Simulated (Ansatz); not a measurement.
# GeH6N2Si: a ladder of functionals and wavefunction methods, part 2 of 2

Ansatz 0.2.0, Gaussian basis; functionals in def2-TZVPP, the program's frozen cores in correlated methods. The steps go on from the part before.

### 14 CAM-B3LYP-D4 (range-separated)

in.yaml reads:

```yaml
crystal:
  periodic: [false, false, false]
  atoms:
    - {symbol: N, position_ang: [-0.546353, 0.771358, -0.769865]}
    - {symbol: Si, position_ang: [0.441240, -0.629376, -1.016712]}
    - {symbol: N, position_ang: [0.594010, -0.827042, 0.696693]}
    - {symbol: Ge, position_ang: [-0.448649, 0.653686, 1.073638]}
    - {symbol: H, position_ang: [-0.614915, 1.608540, -1.320310]}
    - {symbol: H, position_ang: [1.708210, -0.359022, -1.756321]}
    - {symbol: H, position_ang: [-0.217361, -1.776671, -1.706112]}
    - {symbol: H, position_ang: [0.667378, -1.669820, 1.237879]}
    - {symbol: H, position_ang: [-1.781674, 0.357306, 1.791864]}
    - {symbol: H, position_ang: [0.281215, 1.819840, 1.772245]}
basis:
  gaussian: {orbitals: def2-TZVPP}
hamiltonian: {xc: {name: CAM-B3LYP}, dispersion: d4}
output: {orbitals: {seedname: orbitals}}
```

Command:

```
> ansatz run in.yaml --threads 4 --pin off --events-out ev --progress --plain --max-ram 10444MiB
```

Output (excerpt; [...] marks lines left out):

```text
Functional definition: CAM-B3LYP
  name "CAM-B3LYP"
  cite "Yanai, Tew & Handy, Chem. Phys. Lett. 393, 51 (2004) doi:10.1016/j.cplett.2004.06.011"
  cite "Iikura, Tsuneda, Yanai & Hirao, J. Chem. Phys. 115, 3540 (2001) doi:10.1063/1.1383587"
  cite "Becke, Phys. Rev. A 38, 3098 (1988) doi:10.1103/PhysRevA.38.3098"
  cite "Lee, Yang & Parr, Phys. Rev. B 37, 785 (1988) doi:10.1103/PhysRevB.37.785"
  cite "Vosko, Wilk & Nusair, Can. J. Phys. 58, 1200 (1980) doi:10.1139/p80-159"
[...]
  # Exact exchange under (alpha + beta erf(omega r))/r, Becke's under what is left of 1/r.
[...]
1344 factors; their error is unknown
347 factors; integrals over basis functions are off by at most 1.4e-5 eV
[...]
mean field -67478.72061384 eV, -2479.7972438391 hartree, gradient 3.6e-5 eV, S^2 0.000000; 0 other end points of the search recorded, 0 dependent functions left out
reference -67478.72074331 eV, -2479.7972485970 hartree; 33, 33 occupied and 203, 203 virtual orbitals, 1344 factors
Total energy: -67478.92927978 eV, -2479.8049121707 hartree
```

It took 6 s on 4 threads of Arm Neoverse V1, shared host; peak memory 0.71 GiB.

Atomisation energy: 3234.1 kJ/mol (free atoms -67445.411 eV, run apart). HOMO -8.43 eV, LUMO 0.56 eV.

### 15 LC-ωPBE (range-separated)

in.yaml: that of step 14 with these lines changed.

```diff
@@ -15,3 +15,3 @@
   gaussian: {orbitals: def2-TZVPP}
-hamiltonian: {xc: {name: CAM-B3LYP}, dispersion: d4}
+hamiltonian: {xc: {name: LC-wPBE}}
 output: {orbitals: {seedname: orbitals}}
```

Same command.

Output (excerpt; [...] marks lines left out):

```text
Functional definition: LC-wPBE
  name "LC-wPBE"
  cite "Vydrov & Scuseria, J. Chem. Phys. 125, 234109 (2006) doi:10.1063/1.2409292"
  cite "Heyd & Scuseria, J. Chem. Phys. 120, 7274 (2004) doi:10.1063/1.1668634"
  cite "Ernzerhof & Perdew, J. Chem. Phys. 109, 3313 (1998) doi:10.1063/1.476928"
  cite "Perdew, Burke & Ernzerhof, Phys. Rev. Lett. 77, 3865 (1996) doi:10.1103/PhysRevLett.77.3865"
  parent pbe
[...]
1310 factors; their error is unknown
411 factors; integrals over basis functions are off by at most 2.4e-5 eV
[...]
mean field -67464.93802845 eV, -2479.2907431680 hartree, gradient 7.1e-5 eV, S^2 0.000000; 0 other end points of the search recorded, 0 dependent functions left out
reference -67464.93802846 eV, -2479.2907431683 hartree; 33, 33 occupied and 203, 203 virtual orbitals, 1310 factors
Total energy: -67464.93802846 eV, -2479.2907431683 hartree
```

It took 3.8 s on 4 threads of Arm Neoverse V1, shared host; peak memory 0.44 GiB.

With the free atoms at this level, -67431.838 eV in sum, the atomisation energy is 3193.7 kJ/mol. HOMO -9.77 eV, LUMO 1.77 eV.

### 16 ωB97X-V (range-separated)

in.yaml: that of step 15 with these lines changed.

```diff
@@ -15,3 +15,3 @@
   gaussian: {orbitals: def2-TZVPP}
-hamiltonian: {xc: {name: LC-wPBE}}
+hamiltonian: {xc: {name: wB97X-V}}
 output: {orbitals: {seedname: orbitals}}
```

Same command.

Output (excerpt; [...] marks lines left out):

```text
Functional definition: wB97X-V
  name "wB97X-V"
  cite "Mardirossian & Head-Gordon, Phys. Chem. Chem. Phys. 16, 9904 (2014) doi:10.1039/C3CP54374A"
  cite "Becke, J. Chem. Phys. 107, 8554 (1997) doi:10.1063/1.475007"
  cite "Vydrov & Van Voorhis, J. Chem. Phys. 133, 244103 (2010) doi:10.1063/1.3521275"
[...]
      + integral(e_c_pw_opposite_spin*poly(b97_u_opposite, cos0, cos1)) + vv10(b, c)
1344 factors; their error is unknown
298 factors; integrals over basis functions are off by at most 7.7e-6 eV
[...]
mean field -67469.28719167 eV, -2479.4505719685 hartree, gradient 5.4e-5 eV, S^2 0.000000; 0 other end points of the search recorded, 0 dependent functions left out
reference -67469.28718953 eV, -2479.4505718900 hartree; 33, 33 occupied and 203, 203 virtual orbitals, 1344 factors
Total energy: -67469.28718953 eV, -2479.4505718900 hartree
```

Run time: 11 s. Hardware: 4 threads of Arm Neoverse V1, shared host; peak memory 0.77 GiB.

Atomisation energy: 3253.0 kJ/mol (free atoms -67435.572 eV, run apart). HOMO -9.44 eV, LUMO 1.59 eV.

### 17 ωB97M-V (range-separated)

in.yaml: that of step 16 with these lines changed.

```diff
@@ -15,3 +15,3 @@
   gaussian: {orbitals: def2-TZVPP}
-hamiltonian: {xc: {name: wB97X-V}}
-output: {orbitals: {seedname: orbitals}}
+hamiltonian: {xc: {name: wB97M-V}}
+output: {forces: true, orbitals: {seedname: orbitals}}
```

Same command.

Output (excerpt; [...] marks lines left out):

```text
Functional definition: wB97M-V
  name "wB97M-V"
  cite "Mardirossian & Head-Gordon, J. Chem. Phys. 144, 214110 (2016) doi:10.1063/1.4952647"
  cite "Becke, J. Chem. Phys. 107, 8554 (1997) doi:10.1063/1.475007"
  cite "Vydrov & Van Voorhis, J. Chem. Phys. 133, 244103 (2010) doi:10.1063/1.3521275"
  # Of w^i u^j: cxij and so on, Table III.
[...]
  gx(w, u) = 1 - cx + cx01*u + cx10*w
  gss(w, u) = css00 + css04*u^4 + css10*w + css20*w^2 + css43*w^4*u^3
  gos(w, u) = cos00 + cos10*w + (cos20 + cos21*u)*w^2 + (cos60 + cos61*u)*w^6
[...]
      + integral(e_c_pw_mod_opposite_spin*gos(b97_w_opposite, b97_u_opposite)) + vv10(b, c)
1341 factors; their error is unknown
298 factors; integrals over basis functions are off by at most 7.7e-6 eV
[...]
Atom 0 at    -0.546353     0.771358    -0.769865 Å, force    -0.007055     0.086217    -0.043472 eV/Å
Atom 1 at     0.441240    -0.629376    -1.016712 Å, force     0.102586    -0.149105    -0.242818 eV/Å
Atom 2 at     0.594010    -0.827042     0.696693 Å, force     0.001275    -0.075799     0.059810 eV/Å
Atom 3 at    -0.448649     0.653686     1.073638 Å, force    -0.082685     0.118315     0.192799 eV/Å
Atom 4 at    -0.614915     1.608540    -1.320310 Å, force    -0.010698    -0.030816     0.012363 eV/Å
Atom 5 at     1.708210    -0.359022    -1.756321 Å, force    -0.146361    -0.030132     0.081657 eV/Å
Atom 6 at    -0.217361    -1.776671    -1.706112 Å, force     0.078064     0.128872     0.079382 eV/Å
Atom 7 at     0.667378    -1.669820     1.237879 Å, force     0.011623     0.029089    -0.015064 eV/Å
Atom 8 at    -1.781674     0.357306     1.791864 Å, force     0.113924     0.021285    -0.061601 eV/Å
Atom 9 at     0.281215     1.819840     1.772245 Å, force    -0.060673    -0.097926    -0.063056 eV/Å
Dipole moment:    -0.074275     0.107622     0.175431 e Å
```

Run time: 17 s. Hardware: 4 threads of Arm Neoverse V1, shared host; peak memory 0.88 GiB.

Atomisation energy: 3223.4 kJ/mol (free atoms -67438.204 eV, run apart). HOMO -9.32 eV, LUMO 1.29 eV.

### 18 B2PLYP (double hybrid)

in.yaml: that of step 17 with these lines changed.

```diff
@@ -15,3 +15,2 @@
   gaussian: {orbitals: def2-TZVPP}
-hamiltonian: {xc: {name: wB97M-V}}
-output: {forces: true, orbitals: {seedname: orbitals}}
+hamiltonian: {xc: {name: B2PLYP}}
```

Same command.

Output (excerpt; [...] marks lines left out):

```text
Functional definition: B2PLYP
  name "B2PLYP"
  cite "Grimme, J. Chem. Phys. 124, 034108 (2006) doi:10.1063/1.2148954"
  cite "Becke, Phys. Rev. A 38, 3098 (1988) doi:10.1103/PhysRevA.38.3098"
  cite "Lee, Yang & Parr, Phys. Rev. B 37, 785 (1988) doi:10.1103/PhysRevB.37.785"
[...]
1408 factors; integrals over basis functions are off by at most 1.3e-3 eV
[...]
mean field -67453.81482177 eV, -2478.8819728620 hartree, gradient 5.7e-6 eV, S^2 0.000000; 0 other end points of the search recorded, 0 dependent functions left out
16 core orbitals not correlated: weight in the atoms' cores, before any rotation towards them, 1.000 or more for the frozen orbitals, at most 0.000 for the correlated occupied ones
reference -67453.81499154 eV, -2478.8819791013 hartree; 17, 17 occupied and 203, 203 virtual orbitals, 1408 factors
second order -26.33791550 eV of doubles, -0.00000000 eV of singles
Total energy: -67460.92622873 eV, -2479.1433122477 hartree
```

Wall time 7.5 s (4 threads of Arm Neoverse V1, shared host); peak memory 0.62 GiB.

With the free atoms at this level, -67428.019 eV in sum, the atomisation energy is 3175.1 kJ/mol.

### 19 PBE-QIDH (double hybrid)

in.yaml: that of step 18 with these lines changed.

```diff
@@ -15,2 +15,2 @@
   gaussian: {orbitals: def2-TZVPP}
-hamiltonian: {xc: {name: B2PLYP}}
+hamiltonian: {xc: {name: PBE-QIDH}}
```

The command is unchanged.

Output (excerpt; [...] marks lines left out):

```text
Functional definition: PBE-QIDH
  name "PBE-QIDH"
  cite "Brémond, Sancho-García, Pérez-Jiménez & Adamo, J. Chem. Phys. 141, 031101 (2014) doi:10.1063/1.4890314"
  cite "Perdew, Burke & Ernzerhof, Phys. Rev. Lett. 77, 3865 (1996) doi:10.1103/PhysRevLett.77.3865"
[...]
1408 factors; integrals over basis functions are off by at most 1.3e-3 eV
[...]
mean field -67443.01186023 eV, -2478.4849713481 hartree, gradient 8.9e-6 eV, S^2 0.000000; 0 other end points of the search recorded, 0 dependent functions left out
16 core orbitals not correlated: weight in the atoms' cores, before any rotation towards them, 1.000 or more for the frozen orbitals, at most 0.000 for the correlated occupied ones
reference -67443.01187349 eV, -2478.4849718356 hartree; 17, 17 occupied and 203, 203 virtual orbitals, 1408 factors
second order -24.41014566 eV of doubles, -0.00000000 eV of singles
Total energy: -67451.14858872 eV, -2478.7839906047 hartree
```

Run time: 9 s. Hardware: 4 threads of Arm Neoverse V1, shared host; peak memory 0.62 GiB.

With the free atoms at this level, -67418.235 eV in sum, the atomisation energy is 3175.6 kJ/mol.

### 20 Orbital energies across the functionals

Dipoles come from the runs that computed forces. Levels, from each run's orbital file:

| functional | HOMO (eV) | LUMO (eV) | gap (eV) | dipole (D) |
| --- | --- | --- | --- | --- |
| LDA (SPW92) | -5.84 | -1.49 | 4.36 |  |
| PBE-D4 | -5.77 | -1.24 | 4.53 | 0.96 |
| revPBE-D4 | -5.73 | -1.12 | 4.61 |  |
| BLYP-D4 | -5.66 | -1.12 | 4.54 |  |
| r2SCAN-D4 | -6.05 | -0.89 | 5.16 | 0.99 |
| B97M-V | -6.19 | -1.06 | 5.13 |  |
| PBE0-D4 | -7.07 | -0.39 | 6.68 |  |
| B3LYP-D4 | -6.87 | -0.62 | 6.24 | 0.97 |
| r2SCANh-D4 | -6.54 | -0.61 | 5.93 |  |
| r2SCAN0-D4 | -7.27 | -0.19 | 7.08 |  |
| HSE06-D4 | -6.68 | -0.76 | 5.91 |  |
| BHLYP-D4 | -8.32 | 0.44 | 8.76 |  |
| CAM-B3LYP-D4 | -8.43 | 0.56 | 8.99 |  |
| LC-ωPBE | -9.77 | 1.77 | 11.54 |  |
| ωB97X-V | -9.44 | 1.59 | 11.03 |  |
| ωB97M-V | -9.32 | 1.29 | 10.61 | 1.05 |

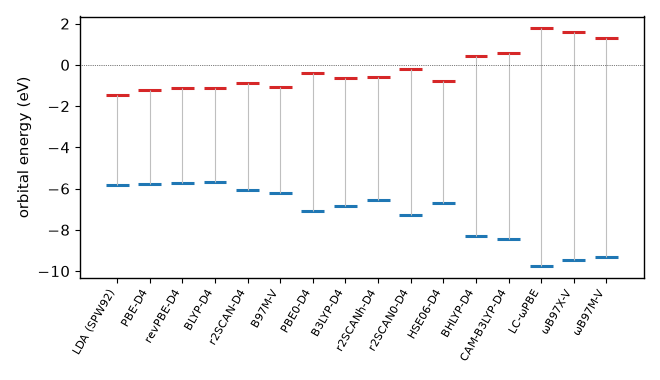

Highest occupied (blue) and lowest empty (red) level by functional.

### 21 CCSD(T) in def2-SVP

in.yaml: that of step 19 with these lines changed.

```diff
@@ -14,3 +14,3 @@
 basis:
-  gaussian: {orbitals: def2-TZVPP}
-hamiltonian: {xc: {name: PBE-QIDH}}
+  gaussian: {orbitals: def2-SVP}
+correlation: {method: ccsd_t}
```

Same command.

Output (excerpt; [...] marks lines left out):

```text
Functional definition: HF
  name "HF"
  cite "Fock, Z. Phys. 61, 126 (1930) doi:10.1007/BF01340294"
  parent pbe
[...]
1076 factors; integrals over basis functions are off by at most 1.1e-3 eV
[...]
mean field -67383.52591849 eV, -2476.2989033104 hartree, gradient 4.4e-6 eV, S^2 0.000000; 0 other end points of the search recorded, 0 dependent functions left out
16 core orbitals not correlated: weight in the atoms' cores, before any rotation towards them, 1.000 or more for the frozen orbitals, at most 0.000 for the correlated occupied ones
reference -67383.52591849 eV, -2476.2989033104 hartree; 17, 17 occupied and 75, 75 virtual orbitals, 1076 factors
second order -17.92902772 eV of doubles, -0.00000000 eV of singles
cycle   1  -18.14749054 eV  change   -2.2e-1 eV  update   1.0e-1
[...]
cycle   8  -18.80063943 eV  change   -4.3e-6 eV  update   3.2e-5
perturbative correction -0.55053903 eV, -0.0202319361 hartree
Total energy: -67402.87709695 eV, -2477.0100460019 hartree
```

Run time: 7 s. Hardware: 4 threads of Arm Neoverse V1, shared host; peak memory 0.49 GiB.

### 22 CCSD(T) in def2-TZVPP

in.yaml: that of step 21 with these lines changed.

```diff
@@ -14,3 +14,4 @@
 basis:
-  gaussian: {orbitals: def2-SVP}
+  gaussian: {orbitals: def2-TZVPP}
 correlation: {method: ccsd_t}
+output: {orbitals: {seedname: orbitals}}
```

Launched as before.

Output (excerpt; [...] marks lines left out):

```text
Functional definition: HF
  name "HF"
  cite "Fock, Z. Phys. 61, 126 (1930) doi:10.1007/BF01340294"
  parent pbe
[...]
1408 factors; integrals over basis functions are off by at most 1.3e-3 eV
[...]
mean field -67397.45022185 eV, -2476.8106120204 hartree, gradient 2.3e-6 eV, S^2 0.000000; 0 other end points of the search recorded, 0 dependent functions left out
16 core orbitals not correlated: weight in the atoms' cores, before any rotation towards them, 1.000 or more for the frozen orbitals, at most 0.000 for the correlated occupied ones
reference -67397.45022185 eV, -2476.8106120204 hartree; 17, 17 occupied and 203, 203 virtual orbitals, 1408 factors
second order -21.62768386 eV of doubles, -0.00000000 eV of singles
cycle   1  -21.67015476 eV  change   -4.2e-2 eV  update   1.1e-1
[...]
cycle   8  -22.39305271 eV  change   -2.7e-6 eV  update   4.2e-5
perturbative correction -0.88691592 eV, -0.0325935588 hartree
Total energy: -67420.73019048 eV, -2477.6661350878 hartree
```

Wall time 2.8 min (4 threads of Arm Neoverse V1, shared host); peak memory 4.2 GiB.

### 23 MP2 in def2-QZVPP

in.yaml: that of step 22 with these lines changed.

```diff
@@ -14,4 +14,3 @@
 basis:
-  gaussian: {orbitals: def2-TZVPP}
-correlation: {method: ccsd_t}
-output: {orbitals: {seedname: orbitals}}
+  gaussian: {orbitals: "def2-QZVPP.json"}
+correlation: {method: mp2}
```

Same command.

Output:

```text
Functional definition: HF
  name "HF"
  cite "Fock, Z. Phys. 61, 126 (1930) doi:10.1007/BF01340294"
  parent pbe
  exchange = exact_x
  correlation = 0
2748 factors; integrals over basis functions are off by at most 7.1e-4 eV
mean field evaluation 1: about -67393.1272 eV, gradient 5.2e1 eV
mean field evaluation 2: about -67393.2566 eV, gradient 5.2e1 eV
mean field evaluation 4: about -67398.9497 eV, gradient 3.9e0 eV
mean field evaluation 8: about -67399.0072 eV, gradient 2.9e-1 eV
mean field -67399.00739925 eV, -2476.8678372343 hartree, gradient 1.0e-6 eV, S^2 0.000000; 0 other end points of the search recorded, 0 dependent functions left out
16 core orbitals not correlated: weight in the atoms' cores, before any rotation towards them, 1.000 or more for the frozen orbitals, at most 0.000 for the correlated occupied ones
reference -67399.00739925 eV, -2476.8678372343 hartree; 17, 17 occupied and 420, 420 virtual orbitals, 2748 factors
second order -29.86650085 eV of doubles, -0.00000000 eV of singles
Total energy: -67428.87390009 eV, -2477.9654108962 hartree
```

It took 35 s on 4 threads of Arm Neoverse V1, shared host; peak memory 2.7 GiB.

The pieces so far (eV):

| basis | HF | MP2 correlation | CCSD correlation | (T) | total |
| --- | --- | --- | --- | --- | --- |
| def2-SVP | -67383.5259 | -17.9290 | -18.8006 | -0.5505 | -67402.8771 |
| def2-TZVPP | -67397.4502 | -21.6277 | -22.3931 | -0.8869 | -67420.7302 |
| def2-QZVPP | -67399.0074 | -29.8665 |  |  | -67428.8739 (MP2) |

The report of the def2-TZVPP run gives T1 = 0.0112.

### 24 Extrapolating to the complete basis

No new run: Hartree-Fock is extrapolated as exp(−7.88√X) and correlation as X^−2.97, with X = 3 and 4; only MP2 was run in the larger set, so CCSD(T) minus MP2 is added from the smaller one.

| level | energy at the limit (eV) |
| --- | --- |
| HF | -67399.2219 |
| MP2 | -67435.1912 |
| CCSD | -67435.9566 |
| CCSD(T) | -67436.8435 |

This is no true limit for total energies: MP2 correlation changes by a factor of 1.38 from triple to quadruple zeta (about 1.07 in light molecules), because outer-core shells are correlated in sets not made for them. Much of that cancels between molecule and atoms or ions.

### 25 RPA on PBE orbitals

in.yaml: that of step 23 with these lines changed.

```diff
@@ -14,3 +14,4 @@
 basis:
-  gaussian: {orbitals: "def2-QZVPP.json"}
-correlation: {method: mp2}
+  gaussian: {orbitals: def2-TZVPP}
+hamiltonian: {xc: pbe}
+correlation: {method: rpa}
```

Same command.

Output (excerpt; [...] marks lines left out):

```text
Functional definition: PBE
  name "PBE"
  cite "Perdew, Burke & Ernzerhof, Phys. Rev. Lett. 77, 3865 (1996) doi:10.1103/PhysRevLett.77.3865"
  parent pbe
[...]
1408 factors; integrals over basis functions are off by at most 1.3e-3 eV
[...]
mean field -67460.00255567 eV, -2479.1093678887 hartree, gradient 7.4e-7 eV, S^2 0.000000; 1 other end points of the search recorded, 0 dependent functions left out
16 core orbitals not correlated: weight in the atoms' cores, before any rotation towards them, 1.000 or more for the frozen orbitals, at most 0.000 for the correlated occupied ones
reference -67395.60126303 eV, -2476.7426640370 hartree; 17, 17 occupied and 203, 203 virtual orbitals, 1408 factors
Total energy: -67430.73988176 eV, -2478.0339844577 hartree
```

Wall time 11 s (4 threads of Arm Neoverse V1, shared host); peak memory 0.61 GiB.

RPA correlation: -35.139 eV. No RPA run of the hydrogen atom was made, so RPA has no atomisation energy below.

### 26 The ladder

Free atoms (2 N, 1 Si, 1 Ge, 6 H) were run apart at each level; the atomisation energy is their sum less the molecule, without zero-point or spin-orbit terms.

Differences are taken before rounding.

| method | rung | atomisation energy (kJ/mol) | from CCSD(T)/CBS (kJ/mol) | time |
| --- | --- | --- | --- | --- |
| LDA (SPW92) | LDA | 3667.4 | +435.9 | 2.6 s |
| PBE-D4 | GGA | 3233.8 | +2.3 | 4.4 s |
| revPBE-D4 | GGA | 3157.3 | -74.3 | 3.8 s |
| BLYP-D4 | GGA | 3199.1 | -32.4 | 4.3 s |
| r2SCAN-D4 | meta-GGA | 3197.5 | -34.0 | 8 s |
| B97M-V | meta-GGA | 3234.7 | +3.1 | 13 s |
| PBE0-D4 | hybrid | 3185.6 | -46.0 | 4.8 s |
| B3LYP-D4 | hybrid | 3211.7 | -19.8 | 7.5 s |
| r2SCANh-D4 | hybrid | 3177.6 | -54.0 | 8.5 s |
| r2SCAN0-D4 | hybrid | 3149.5 | -82.0 | 9 s |
| HSE06-D4 | hybrid | 3187.3 | -44.3 | 5.5 s |
| BHLYP-D4 | hybrid | 3131.2 | -100.4 | 6.5 s |
| CAM-B3LYP-D4 | range-separated | 3234.1 | +2.5 | 6 s |
| LC-ωPBE | range-separated | 3193.7 | -37.9 | 3.8 s |
| ωB97X-V | range-separated | 3253.0 | +21.5 | 11 s |
| ωB97M-V | range-separated | 3223.4 | -8.1 | 17 s |
| B2PLYP | double hybrid | 3175.1 | -56.5 | 7.5 s |
| PBE-QIDH | double hybrid | 3175.6 | -55.9 | 9 s |
| HF/def2-TZVPP | wavefunction | 2190.8 | -1040.8 |  |
| MP2/def2-TZVPP | wavefunction | 3154.0 | -77.5 |  |
| CCSD/def2-TZVPP | wavefunction | 3077.8 | -153.7 |  |
| CCSD(T)/def2-SVP | wavefunction | 2930.9 | -300.7 | 7 s |
| CCSD(T)/def2-TZVPP | wavefunction | 3128.4 | -103.2 | 2.8 min |
| MP2/CBS | wavefunction | 3257.3 | +25.7 |  |
| CCSD(T)/CBS | wavefunction | 3231.6 | 0 | 3.4 min |

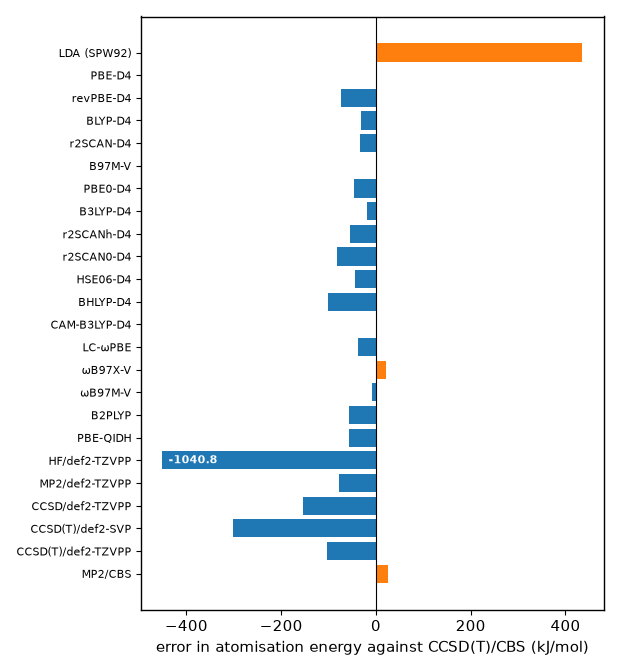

Error of each method against CCSD(T)/CBS. Bars with a number in them are cut short.

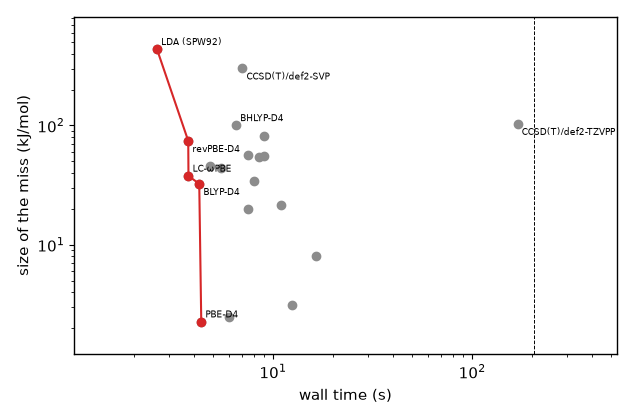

Accuracy for the time spent; red marks the levels that beat every quicker one drawn (of those quicker than the yardstick), and the dashed line is the time of CCSD(T)/CBS. Only those levels and the largest misses are named. Times are from a shared host.

LDA (SPW92), LC-ωPBE, B2PLYP, PBE-QIDH carry no dispersion term (for B3LYP, D4 adds 38.3 kJ/mol).

Times are those of the molecule's run; HF, MP2 and CCSD come out of the CCSD(T) runs, and the limit's time is the sum of the runs that it needs.

### 27 Outcome

The summary covers parts 1 to 2.

| quantity | value |
| --- | --- |
| atomisation energy, CCSD(T)/CBS | 3231.6 kJ/mol |
| functionals within 32.3 kJ/mol (1.0 %) | PBE-D4, B97M-V, B3LYP-D4, CAM-B3LYP-D4, ωB97X-V, ωB97M-V |
| farthest beyond LDA | BHLYP-D4 (-100.4 kJ/mol) |
| mean size of error, GGA | 36.3 kJ/mol |
| mean size of error, meta-GGA | 18.6 kJ/mol |
| mean size of error, hybrid | 57.7 kJ/mol |
| mean size of error, range-separated | 17.5 kJ/mol |
| mean size of error, double hybrid | 56.2 kJ/mol |
| gap, smallest and largest | 4.36 eV (LDA (SPW92)), 11.54 eV (LC-ωPBE) |
| T1 diagnostic | 0.0112 |
| triples share of the correlation energy | 3.8 % |

**Reading.** The LDA atomisation energy is off by 435.9 kJ/mol (13 %): it overbinds. PBE-D4 misses by +2.3 kJ/mol. Double hybrids carry the basis error of their MP2 part in triple zeta, and no dispersion term here, so their miss is partly the set-up's. The rungs range-separated, meta-GGA miss on average by less than the doubt on the reference (32.3 kJ/mol), so they tie. The reference freezes the cores and leaves out relativity and excitations past (T), and its outer-core shells are covered unevenly, so misses under about 32.3 kJ/mol can't be ranked. Hartree-Fock recovers 68 % of the binding; the rest is correlation. CCSD(T) in def2-SVP is off by -300.7 kJ/mol, which most functionals beat. Orbital gaps span 4.4 to 11.5 eV; exact exchange widens them. Correlated methods include outer-core shells of Ge, which these sets cover unevenly.

For cost: PBE-D4 gets within 2.3 kJ/mol in 4.4 s, where CCSD(T)/CBS took 3.4 min; the quickest level in the cost chart, LDA (SPW92), takes 2.6 s and misses by 435.9 kJ/mol.
